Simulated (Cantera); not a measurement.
Charge: 1 mol Si2Cl6, 6.5 mol N2, 6.2 mol H2, equilibrated at 12.0 mbar.

Method: chemical equilibrium by Gibbs-energy minimisation in Cantera with the NASA 1993 tables (ideal gas, pure condensed phases). Candidate condensed phases: NH4Cl, Si, Si3N4; 28 gas species. The feed counts by its element totals alone. N2 is the only nitrogen source here; it is nearly inert below about 1500 K, so the nitride shown seldom forms there in practice. The tables' values for SiCl3 are old estimates; treat these amounts as uncertain. Rates play no part.

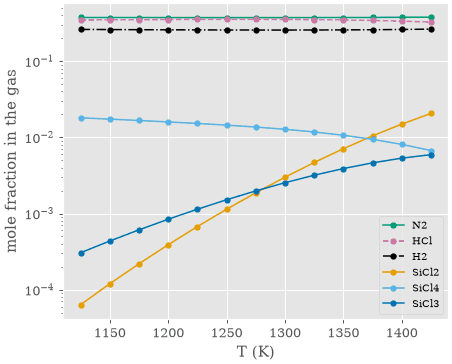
Equilibrium gas composition (values under 1e-9 drawn at 1e-9)

Question: Read off the mole fractions at 1200 K.

Answer: N2 about 0.37, HCl about 0.35, H2 about 0.26, SiCl4 about 0.016, SiCl3 about 0.00084, SiCl2 about 0.00039.
